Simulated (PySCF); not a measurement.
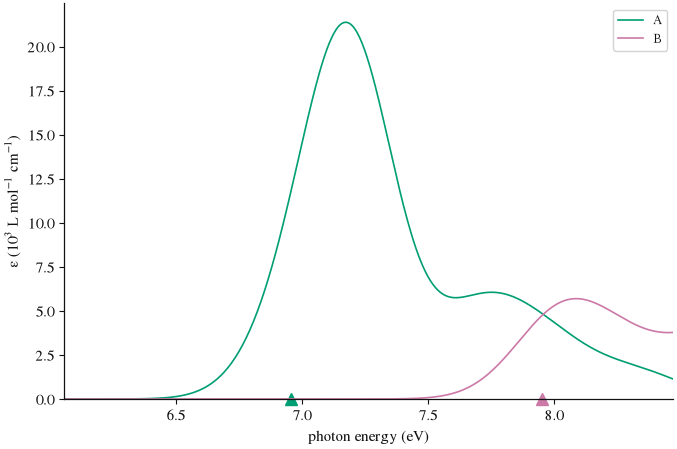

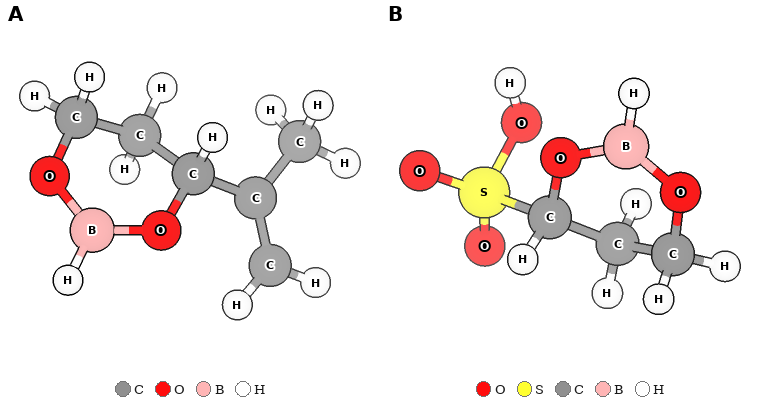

Related molecules: A is C₆H₁₁BO₂, SMILES C=C(C)[C@H]1CCOBO1; B is C₃H₇BO₅S, SMILES O=S(=O)(O)[C@H]1CCOBO1. Vertical TDDFT absorption, CAM-B3LYP/def2-SVPD, PySCF 2.14.0, at a PBE0-D3(BJ)/def2-SVP geometry (no frequency check); Gaussians of 1/e half-width 0.25 eV, triangles mark S1, and the range ends where the computed states of one molecule run out.

How does the lowest singlet move?

A: 6.96 eV (f = 0.056, mainly HOMO → LUMO (74 %)); B: 7.95 eV (f = 0.019, mainly HOMO → LUMO (74 %)). From A to B it shifts 0.99 eV to the blue.

And the brightest state of each within the range drawn?

A: S2 at 7.19 eV, f = 0.30; B: S2 at 8.04 eV, f = 0.05.

Limits of at least one run: core orbitals are frozen in the response; one conformer of a flexible molecule.
